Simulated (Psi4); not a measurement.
**GeH2SO (SMILES [OH][Ge][SH]): a chain of runs**

Wanted: a structure relaxation (PBE/def2-SVP), then vibrational wavenumbers, then a single-point energy (MP2/def2-TZVPP), then the excited states (TD-PBE/def2-SVP) of GeH2SO. 

The calculation is run with Psi4 1.11.

## Step 1: The structure to begin with

GeH2SO has 5 atoms, charge 0, and is taken as a singlet. As SMILES, `[OH][Ge][SH]`. The shape is that of a PBE0-D4/def2-TZVP (4 decimals) optimisation. This is one conformer, not always the lowest. The run starts from this shape.

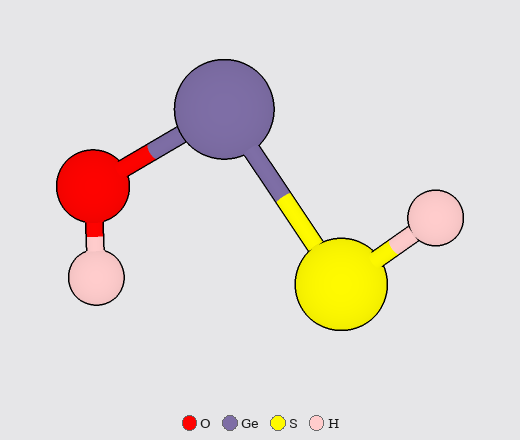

The structure, seen from a chosen angle (oxygen red, germanium purple, sulfur yellow, hydrogen pink).

## Step 2: A structure relaxation at PBE/def2-SVP (density fitting) (run 1)

geh2os.sdf

```

     RDKit          3D

  5  4  0  0  0  0  0  0  0  0999 V2000
   -1.3460   -1.0013    0.3998 O   0  0  0  0  0  0  0  0  0  0  0  0
   -0.8974    0.6289   -0.1642 Ge  0  0  0  0  0  3  0  0  0  0  0  0
    1.3433    0.3365   -0.2063 S   0  0  0  0  0  0  0  0  0  0  0  0
   -0.6325   -1.6252    0.5614 H   0  0  0  0  0  0  0  0  0  0  0  0
    1.5827    1.5874   -0.6321 H   0  0  0  0  0  0  0  0  0  0  0  0
  2  1  1  0
  3  2  2  0
  4  1  1  0
  5  3  1  0
M  CHG  2   2  -1   3   1
M  END
$$$$
```

run.py

```python
import psi4
from rdkit import Chem

psi4.set_memory('1600 MB')
psi4.set_num_threads(1)
psi4.core.set_output_file('geh2os.out', False)

rd = Chem.SDMolSupplier('geh2os.sdf', removeHs=False, sanitize=False)[0]
xyz = rd.GetConformer().GetPositions()
atoms = '\n'.join(f'{a.GetSymbol()} {x:.4f} {y:.4f} {z:.4f}' for a, (x, y, z) in zip(rd.GetAtoms(), xyz))
geom = psi4.geometry('0 1\n' + atoms + '\nsymmetry c1')

psi4.set_options({
    'basis': 'def2-SVP',
    'geom_maxiter': 60,
})

energy_value, wavefunction = psi4.optimize("pbe", return_wfn=True)
print('E =', round(energy_value, 9))
geom.save_xyz_file('final.xyz', False)
for k, v in sorted(psi4.core.scalar_variables().items()):
    print(f'{k:45s} {v:18.10f}')
```

On the command line:

```sh
python run.py
```

geh2os.out:

```text
[...]
  Running in c1 symmetry.
[...]
  Nuclear repulsion =  246.184723517978881
[...]
  Multiplicity = 1
[...]
  Nalpha       = 29
  Nbeta        = 29
[...]
    Number of basis functions: 74
[...]
   @DF-RKS iter   1: -2549.16284991945304   -1.93149e+00   3.34651e-02 ADIIS/DIIS
[...]
   @DF-RKS iter   7: -2550.66414083877544   -1.86446e-11   7.81562e-09 DIIS
[...]
    Orbital Energies [Eh]
    ---------------------
    Doubly Occupied:
       1A   -397.031777     2A    -88.029028     3A    -49.164076
       4A    -43.792119     5A    -43.790856     6A    -43.789734
       7A    -18.765878     8A     -7.673162     9A     -5.985491
      10A     -5.700509    11A     -5.695940    12A     -5.692674
      13A     -4.206298    14A     -4.202877    15A     -4.199039
      16A     -1.111798    17A     -1.109130    18A     -1.107822
      19A     -1.106218    20A     -1.103669    21A     -0.881576
      22A     -0.655252    23A     -0.484095    24A     -0.395842
      25A     -0.344974    26A     -0.287384    27A     -0.284607
      28A     -0.232125    29A     -0.228167
[...]
  @DF-RKS Final Energy: -2550.66414083877544
   => Energetics <=
    Nuclear Repulsion Energy =            242.3629661050226218
    One-Electron Energy =               -4032.2885884749284742
    Two-Electron Energy =                1352.7165154466447348
    DFT Exchange-Correlation Energy =    -113.4550339155143774
    Empirical Dispersion Energy =           0.0000000000000000
    VV10 Nonlocal Energy =                  0.0000000000000000
    Total Energy =                      -2550.6641408387754382
[...]
 Multipole Moments:
 ------------------------------------------------------------------------------------
     Multipole            Electronic (a.u.)      Nuclear  (a.u.)        Total (a.u.)
 ------------------------------------------------------------------------------------
 L = 1.  Multiply by 2.5417464519 to convert [e a0] to [Debye]
 Dipole X            :         -6.5822074            6.7788208            0.1966134
 Dipole Y            :          3.7050642           -3.4716903            0.2333739
 Dipole Z            :         -0.8001794            0.7112100           -0.0889694
 Magnitude           :                                                    0.3178612
[...]
  -Total Gradient:
     Atom            X                  Y                   Z
    ------   -----------------  -----------------  -----------------
       1        0.000080123587     0.000121426998    -0.000053139292
       2       -0.000156077008    -0.000033399855     0.000028190124
       3        0.000147948997     0.000000034007    -0.000003508174
       4       -0.000053046273    -0.000008437397     0.000008474865
       5        0.000013139125    -0.000035742134     0.000003722424
[...]
    Final optimized geometry and variables:
    Molecular point group: c1
    Full point group: C1
    Geometry (in Angstrom), charge = 0, multiplicity = 1:
    O           -1.016445861088    -1.351228635962     0.505958448447
    GE          -0.550483485990     0.300278244077    -0.063857197983
    S            1.728200836307     0.003600567355    -0.109279844252
    H           -0.275397351488    -1.969292551519     0.661953436163
    H            1.958419889650     1.275469350246    -0.541357048944
[...]
```

The script printed:

```text
Some dependencies such as QCElemental have not yet finished migration to pydantic v2. If issues are encountered please downgrade pydantic or upgrade QCElemental as appropriate
	Energy has increased in a minimization.
	Energy ratio indicates iffy step.
	Intrafrag trust radius decreased to   0.25.
	Unable to completely converge to displaced geometry.
	RMS(dx):  1.731e-06 	Max(dx):  3.808e-06 	RMS(dq):  4.554e-06
	Previous geometry is closer to target in internal coordinates, so using that one.

	Best geometry has RMS(Delta(q)) = 2.28e-06

Optimizer: Optimization complete!
E = -2550.664140839
CURRENT ENERGY                                  -2550.6641408388
CURRENT REFERENCE ENERGY                        -2550.6641408388
DD SOLVATION ENERGY                                 0.0000000000
DFT FUNCTIONAL TOTAL ENERGY                     -2550.6641408388
DFT TOTAL ENERGY                                -2550.6641408388
DFT VV10 ENERGY                                     0.0000000000
DFT XC ENERGY                                    -113.4550339155
GRID ELECTRONS ALPHA                               28.9999875705
GRID ELECTRONS BETA                                28.9999875705
GRID ELECTRONS TOTAL                               57.9999751411
NUCLEAR REPULSION ENERGY                          242.3629661050
ONE-ELECTRON ENERGY                             -4032.2885884749
OPTIMIZATION ITERATIONS                             7.0000000000
PCM POLARIZATION ENERGY                             0.0000000000
PE ENERGY                                           0.0000000000
SCF ITERATION ENERGY                            -2550.6641408388
SCF ITERATIONS                                      7.0000000000
SCF TOTAL ENERGY                                -2550.6641408388
TWO-ELECTRON ENERGY                              1352.7165154466
XC GRID RADIAL POINTS                              75.0000000000
XC GRID SPHERICAL POINTS                          302.0000000000
XC GRID TOTAL POINTS                           107913.0000000000
```

Run time: 37 s. Hardware: 1 thread of Intel Xeon Platinum 8259CL at 2.50GHz (Skylake/Cascade Lake), shared host; peak memory 0.47 GiB.

Steps, from the record of the run:

| step | energy from the first frame kept (eV) | largest force (eV/Å) |
| --- | --- | --- |
| 0 | 0.0000 | 0.7860 |
| 1 | -0.0258 | 0.1166 |
| 2 | -0.0265 | 0.0463 |
| 3 | 0.0058 | 0.3104 |
| 4 | -0.0252 | 0.0561 |
| 5 | -0.0271 | 0.0176 |
| 6 | -0.0271 | 0.0083 |

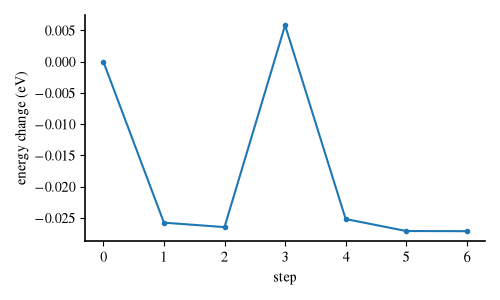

Energy along the run.

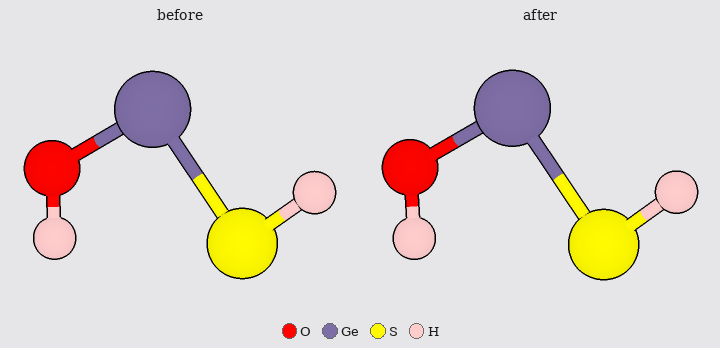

Before and after, at one scale.

After the run. Bond lengths: O1–Ge2 1.808 Å, Ge2–S3 2.298 Å, O1–H4 0.977 Å, S3–H5 1.363 Å. Angles: O1–Ge2–S3 98.3°, Ge2–O1–H4 115.6°, Ge2–S3–H5 93.1°.

## Step 3: Vibrational wavenumbers at PBE/def2-SVP (density fitting) (run 2)

geh2os.xyz

```xyz
5
GeH2OS
O     -1.371240    -1.018762     0.405799
Ge    -0.905277     0.632744    -0.164017
S      1.373407     0.336067    -0.209440
H     -0.630191    -1.636826     0.561794
H      1.603626     1.607936    -0.641517
```

geh2os.py

```python
import psi4

psi4.set_memory(1600000000)
psi4.set_num_threads(1)
psi4.core.set_output_file('output.dat', False)

with open('geh2os.xyz') as f:
    atoms = ''.join(f.readlines()[2:])
m = psi4.geometry('0 1\n' + atoms + 'symmetry c1')

psi4.set_options(dict(t=298.15, rotational_symmetry_number=1))

result = psi4.frequency('pbe/def2-SVP', molecule=m)
print(f'total energy {result:.8f} hartree = {result * 27.211386:.5f} eV')
```

On the command line:

```sh
python geh2os.py
```

output.dat (excerpt; [...] marks lines left out):

```text
[...]
  Running in c1 symmetry.
[...]
  Nuclear repulsion =  242.363005821121305
[...]
  Multiplicity = 1
[...]
  Nalpha       = 29
  Nbeta        = 29
[...]
    Number of basis functions: 74
[...]
   @DF-RKS iter   1: -2549.16703721662498   -2.00488e+00   3.34103e-02 ADIIS/DIIS
[...]
   @DF-RKS iter  14: -2550.66414051855691    1.36424e-12   1.90728e-09 DIIS
[...]
  @DF-RKS Final Energy: -2550.66414051855691
   => Energetics <=
    Nuclear Repulsion Energy =            242.3559381628683411
    One-Electron Energy =               -4032.2754256917364728
    Two-Electron Energy =                1352.7100718266240165
    DFT Exchange-Correlation Energy =    -113.4547248163128614
    Empirical Dispersion Energy =           0.0000000000000000
    VV10 Nonlocal Energy =                  0.0000000000000000
    Total Energy =                      -2550.6641405185569056
[...]
 Multipole Moments:
[...]
  -Total Gradient:
     Atom            X                  Y                   Z
    ------   -----------------  -----------------  -----------------
       1       -0.000109314605     0.000286130650    -0.000140503197
       2       -0.000166039953    -0.000005032458     0.000049003554
       3        0.000101860311    -0.000265725701     0.000089309660
       4        0.000147166646    -0.000194888469     0.000084187101
       5        0.000058543358     0.000223442564    -0.000098065782
[...]
  ==> Harmonic Vibrational Analysis <==
[...]
  Freq [cm^-1]                 171.3768            272.5682            351.6827
[...]
  IR activ [km/mol]            11.3278             37.3617             40.0079
[...]
  Freq [cm^-1]                 453.9151            629.5726            653.4373
[...]
  IR activ [km/mol]            105.4528            10.2753             105.5843
[...]
  Freq [cm^-1]                 791.0352           2616.0822           3692.0733
[...]
  IR activ [km/mol]            64.6903              0.8894             47.5487
[...]
  Total E_0, Enthalpy at 0 [K]                                                        -2550.64219811 [Eh]
[...]
  Total H, Enthalpy at  298.15 [K]                                                    -2550.63638059 [Eh]
[...]
  Total G, Gibbs energy at  298.15 [K]                                                -2550.67094219 [Eh]
[...]
```

On the terminal:

```text
Warning: used thermodynamics relations inappropriate for low-frequency modes: ['171.3768' '272.5682' '351.6827' '453.9151']
total energy -2550.66414084 hartree = -69407.10649 eV
```

It took 2.7 min on 1 thread of Intel Xeon Platinum 8259CL at 2.50GHz (Skylake/Cascade Lake), shared host; peak memory 0.47 GiB.

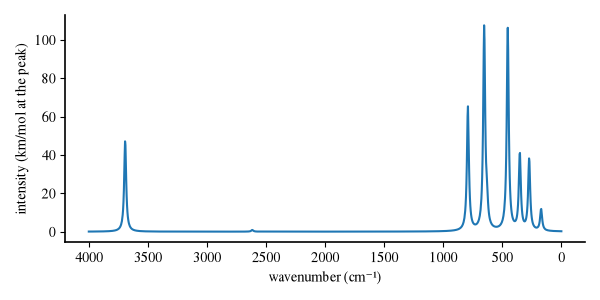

Harmonic infrared spectrum, unscaled, lines broadened by 10 cm⁻¹.

## Step 4: The energy at MP2/def2-TZVPP (density fitting, density fitting for correlation) (run 3)

job.inp

```
memory 1600 MB

molecule {
  0 1
  O     -1.371240    -1.018762     0.405799
  Ge    -0.905277     0.632744    -0.164017
  S      1.373407     0.336067    -0.209440
  H     -0.630191    -1.636826     0.561794
  H      1.603626     1.607936    -0.641517
}

set reference rhf
set num_frozen_docc 15

E, wfn = energy('mp2/def2-TZVPP', return_wfn=True)
```

On the command line:

```sh
psi4 -i job.inp -o job.out -n 1
```

job.out:

```text
[...]
  Running in c1 symmetry.
[...]
  Nuclear repulsion =  242.363005821121305
[...]
  Multiplicity = 1
[...]
  Nalpha       = 29
  Nbeta        = 29
[...]
    Number of basis functions: 149
[...]
   @DF-RHF iter   1: -2547.73770672872979   -3.57242e+00   1.82244e-02 ADIIS/DIIS
[...]
   @DF-RHF iter  13: -2549.02364777281582   -2.63753e-11   6.99591e-09 DIIS
[...]
    Orbital Energies [Eh]
    ---------------------
    Doubly Occupied:
       1A   -405.271624     2A    -91.951835     3A    -52.176530
       4A    -46.264067     5A    -46.262959     6A    -46.262093
       7A    -20.563327     8A     -8.957110     9A     -7.220022
      10A     -6.638208    11A     -6.637479    12A     -6.637018
      13A     -5.195430    14A     -5.191693    15A     -5.188676
      16A     -1.671590    17A     -1.668992    18A     -1.666132
      19A     -1.665020    20A     -1.659879    21A     -1.314563
      22A     -0.956031    23A     -0.709381    24A     -0.609509
      25A     -0.523994    26A     -0.512583    27A     -0.484328
      28A     -0.385520    29A     -0.356671
[...]
  @DF-RHF Final Energy: -2549.02364777281582
   => Energetics <=
    Nuclear Repulsion Energy =            242.3630058211213054
    One-Electron Energy =               -4033.5687749063204137
    Two-Electron Energy =                1242.1821213123828329
    Total Energy =                      -2549.0236477728158206
[...]
 Multipole Moments:
 ------------------------------------------------------------------------------------
     Multipole            Electronic (a.u.)      Nuclear  (a.u.)        Total (a.u.)
 ------------------------------------------------------------------------------------
 L = 1.  Multiply by 2.5417464519 to convert [e a0] to [Debye]
 Dipole X            :         -6.6767588            6.7788190            0.1020603
 Dipole Y            :          3.8837970           -3.4716865            0.4121105
 Dipole Z            :         -0.8527299            0.7112099           -0.1415200
 Magnitude           :                                                    0.4475258
[...]
```

It took 5.1 s on 1 thread of Intel Xeon Platinum 8259CL at 2.50GHz (Skylake/Cascade Lake), shared host; peak memory 0.3 GiB.

## Step 5: The excited states at TD-PBE/def2-SVP (density fitting, save jk yes) (run 4)

geh2os.sdf

```

     RDKit          3D

  5  4  0  0  0  0  0  0  0  0999 V2000
   -1.3712   -1.0188    0.4058 O   0  0  0  0  0  0  0  0  0  0  0  0
   -0.9053    0.6327   -0.1640 Ge  0  0  0  0  0  3  0  0  0  0  0  0
    1.3734    0.3361   -0.2094 S   0  0  0  0  0  0  0  0  0  0  0  0
   -0.6302   -1.6368    0.5618 H   0  0  0  0  0  0  0  0  0  0  0  0
    1.6036    1.6079   -0.6415 H   0  0  0  0  0  0  0  0  0  0  0  0
  2  1  1  0
  3  2  2  0
  4  1  1  0
  5  3  1  0
M  CHG  2   2  -1   3   1
M  END
$$$$
```

run.py

```python
import psi4
from rdkit import Chem

psi4.set_memory('1600 MB')
psi4.set_num_threads(1)
psi4.core.set_output_file('psi4.out', False)

rd = Chem.SDMolSupplier('geh2os.sdf', removeHs=False, sanitize=False)[0]
xyz = rd.GetConformer().GetPositions()
atoms = '\n'.join(f'{a.GetSymbol()} {x:.4f} {y:.4f} {z:.4f}' for a, (x, y, z) in zip(rd.GetAtoms(), xyz))
molecule = psi4.geometry('0 1\n' + atoms + '\nsymmetry c1')

psi4.set_options({
    'basis': 'def2-SVP',
    'save_jk': True,
})

from psi4.driver.procrouting.response.scf_response import tdscf_excitations
E, wfn = psi4.energy('pbe', molecule=molecule, return_wfn=True)
states = tdscf_excitations(wfn, states=4, tda=False)
for k, s in enumerate(states, 1):
    print(f"root {k}: {s['EXCITATION ENERGY'] * 27.211386:.4f} eV  f = {s['OSCILLATOR STRENGTH (LEN)']:.4f}  {s['SYMMETRY']}")
print(f'pbe energy: {E:.10f} Eh')
for k, v in sorted(psi4.core.scalar_variables().items()):
    print(f'{k:45s} {v:18.10f}')
```

On the command line:

```sh
python run.py
```

psi4.out (excerpt; [...] marks lines left out):

```text
[...]
  Running in c1 symmetry.
[...]
  Nuclear repulsion =  242.364793015967763
[...]
  Multiplicity = 1
[...]
  Nalpha       = 29
  Nbeta        = 29
[...]
    Number of basis functions: 74
[...]
   @DF-RKS iter   1: -2549.16704469875640   -2.00482e+00   3.34103e-02 DIIS/ADIIS
[...]
   @DF-RKS iter  11: -2550.66414080926688   -4.78412e-08   9.02440e-07 DIIS
[...]
  @DF-RKS Final Energy: -2550.66414080926688
   => Energetics <=
    Nuclear Repulsion Energy =            242.3647930159677628
    One-Electron Energy =               -4032.2922910967927237
    Two-Electron Energy =                1352.7184153826260626
    DFT Exchange-Correlation Energy =    -113.4550581110679417
    Empirical Dispersion Energy =           0.0000000000000000
    VV10 Nonlocal Energy =                  0.0000000000000000
    Total Energy =                      -2550.6641408092668826
[...]
 Multipole Moments:
 ------------------------------------------------------------------------------------
     Multipole            Electronic (a.u.)      Nuclear  (a.u.)        Total (a.u.)
 ------------------------------------------------------------------------------------
 L = 1.  Multiply by 2.5417464519 to convert [e a0] to [Debye]
 Dipole X            :         -6.5823395            6.7789223            0.1965828
 Dipole Y            :          3.7048119           -3.4714524            0.2333596
 Dipole Z            :         -0.8001929            0.7112283           -0.0889646
 Magnitude           :                                                    0.3178304
[...]
**********                               WARNING                                **********
**********       The names of excited state variables changed between 1.5       **********
[...]
**********                               WARNING                                **********
**********  Length-gauge rotatory strengths are **NOT** gauge-origin invariant  **********
[...]
                                    Excitation Energy         Total Energy        Oscillator Strength             Rotatory Strength
[...]
Excited State    1 (1 A):   0.15025 au   303.26 nm f = 0.0193
[...]
Excited State    2 (1 A):   0.16110 au   282.82 nm f = 0.0345
[...]
Excited State    3 (1 A):   0.19493 au   233.74 nm f = 0.0065
[...]
Excited State    4 (1 A):   0.20958 au   217.41 nm f = 0.0014
[...]
```

The script printed:

```text
root 1: 4.0884 eV  f = 0.0193  A
root 2: 4.3838 eV  f = 0.0345  A
root 3: 5.3043 eV  f = 0.0065  A
root 4: 5.7029 eV  f = 0.0014  A
pbe energy: -2550.6641408093 Eh
CURRENT ENERGY                                  -2550.6641408093
CURRENT REFERENCE ENERGY                        -2550.6641408093
DD SOLVATION ENERGY                                 0.0000000000
DFT FUNCTIONAL TOTAL ENERGY                     -2550.6641408093
DFT TOTAL ENERGY                                -2550.6641408093
DFT VV10 ENERGY                                     0.0000000000
DFT XC ENERGY                                    -113.4550581111
GRID ELECTRONS ALPHA                               28.9999875679
GRID ELECTRONS BETA                                28.9999875679
GRID ELECTRONS TOTAL                               57.9999751357
NUCLEAR REPULSION ENERGY                          242.3647930160
ONE-ELECTRON ENERGY                             -4032.2922910968
PCM POLARIZATION ENERGY                             0.0000000000
PE ENERGY                                           0.0000000000
SCF ITERATION ENERGY                            -2550.6641408093
SCF ITERATIONS                                     11.0000000000
SCF TOTAL ENERGY                                -2550.6641408093
TWO-ELECTRON ENERGY                              1352.7184153826
XC GRID RADIAL POINTS                              75.0000000000
XC GRID SPHERICAL POINTS                          302.0000000000
XC GRID TOTAL POINTS                           107913.0000000000
```

Run time: 17 s. Hardware: 1 thread of Intel Xeon Platinum 8259CL at 2.50GHz (Skylake/Cascade Lake), shared host; peak memory 0.44 GiB.

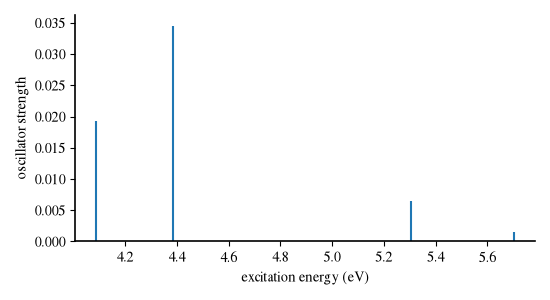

Vertical excitations as sticks.

The roots found:

| excited state | energy (eV) | strength | label |
| --- | --- | --- | --- |
| 1 | 4.088 | 0.0193 | A 1 |
| 2 | 4.384 | 0.0345 | A 1 |
| 3 | 5.304 | 0.0065 | A 1 |
| 4 | 5.703 | 0.0014 | A 1 |

## Step 6: Outcome

| quantity | value |
| --- | --- |
| run 1, PBE/def2-SVP: total energy at the end | -2550.66414 Eh |
| run 1, PBE/def2-SVP: dipole moment | 0.81 D |
| run 1, PBE/def2-SVP: HOMO energy | -6.21 eV |
| run 1, PBE/def2-SVP: LUMO energy | -2.62 eV |
| run 1, PBE/def2-SVP: HOMO–LUMO gap | 3.59 eV |
| run 2, PBE/def2-SVP: lowest harmonic wavenumber | 171 cm⁻¹ |
| run 2, PBE/def2-SVP: highest harmonic wavenumber | 3692 cm⁻¹ |
| run 2, PBE/def2-SVP: zero-point energy | 57.6 kJ/mol |
| run 2, PBE/def2-SVP: ideal-gas entropy at 298.15 K (symmetry number 1 as used) | 72.7 cal/(mol K) |
| run 3, MP2/def2-TZVPP: total energy | -2549.67595 Eh |
| run 3, MP2/def2-TZVPP: HOMO energy (Hartree–Fock orbitals) | -9.71 eV |
| run 3, MP2/def2-TZVPP: LUMO energy (Hartree–Fock orbitals) | 0.91 eV |
| run 3, MP2/def2-TZVPP: HOMO–LUMO gap (Hartree–Fock orbitals) | 10.61 eV |
| run 3, MP2/def2-TZVPP: correlation energy (15 core orbitals frozen) | -652.3 mEh |
| run 4, TD-PBE/def2-SVP: ground-state or mean-field energy | -2550.66414 Eh |
| run 4, TD-PBE/def2-SVP: dipole moment (PBE Kohn–Sham density) | 0.81 D |
| run 4, TD-PBE/def2-SVP: HOMO energy (PBE Kohn–Sham orbitals) | -6.21 eV |
| run 4, TD-PBE/def2-SVP: LUMO energy (PBE Kohn–Sham orbitals) | -2.62 eV |
| run 4, TD-PBE/def2-SVP: HOMO–LUMO gap (PBE Kohn–Sham orbitals) | 3.59 eV |
| run 4, TD-PBE/def2-SVP: lowest excitation energy | 4.09 eV |

In words: The optimisation (run 1, PBE/def2-SVP) took 7 steps and changed the energy by -0.027 eV. All 9 modes (run 2, PBE/def2-SVP) are real, so the shape is a minimum at this level. The brightest of the 4 transitions from the ground state lies at 4.38 eV (283 nm, f = 0.035); the lowest, at 4.09 eV, has f = 0.019.
